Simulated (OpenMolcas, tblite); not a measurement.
C2H6AlCl (SMILES [CH3][Al]([CH3])[Cl]): the dipole moment, rung by rung

C2H6AlCl: 10 atoms, total charge 0, spin state singlet. SMILES: `[CH3][Al]([CH3])[Cl]`. Geometry: relaxed at PBE0-D4/def2-TZVP.

Each level gives the dipole moment (D). The values are calculated.

```
         level            kind     program  value (D)   CPU time
      GFN2-xTB  semi-empirical      tblite       2.50  under 2 s
      GFN1-xTB  semi-empirical      tblite       3.69  under 2 s
    HF/cc-pVDZ    Hartree–Fock  OpenMolcas       2.29        8 s
 SVWN5/cc-pVDZ             LDA  OpenMolcas       2.15       29 s
revPBE/cc-pVDZ             GGA  OpenMolcas       2.10       36 s
r2SCAN/cc-pVDZ        meta-GGA  OpenMolcas       2.18       47 s
  PBE0/cc-pVDZ   global hybrid  OpenMolcas       2.20       35 s
```

The values span 2.10 to 3.69 D. Magnitudes only. CPU times are rough (shared hosts, several kinds of processor and program).

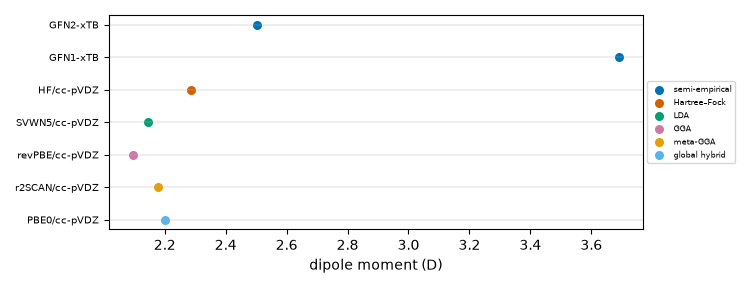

The values of the table, level by level.
